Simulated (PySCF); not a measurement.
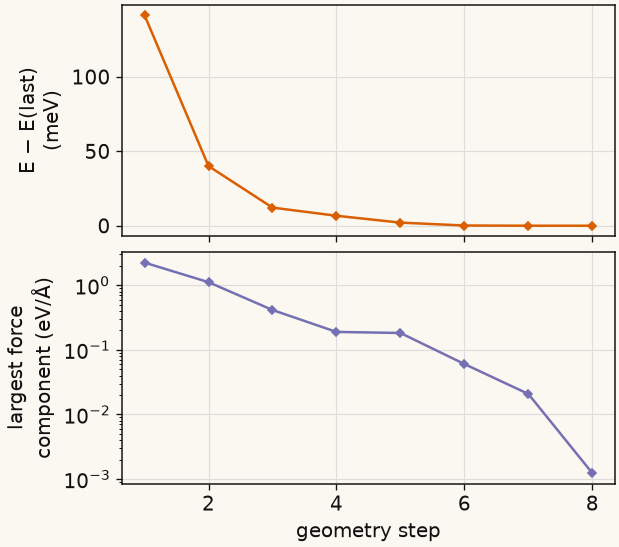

History of a geometry optimisation. The start has point group C2v, which is kept. A held symmetry can leave a saddle point.

The run: PdH2 molecule, by RKS-based PBE0, Pd x2c-TZVPall, H x2c-TZVPall; spin-free X2C-1e, Gaussian nucleus; density fitting in PySCF 2.14.0.

Q: How did the optimisation end?

A: The optimisation met its thresholds at geometry 8, counting the start as the first. The energy fell by about 140 meV from the first step to the last. The largest force component goes from about 2.2 eV/Å at the start to 1.2 × 10⁻³ eV/Å at the end.
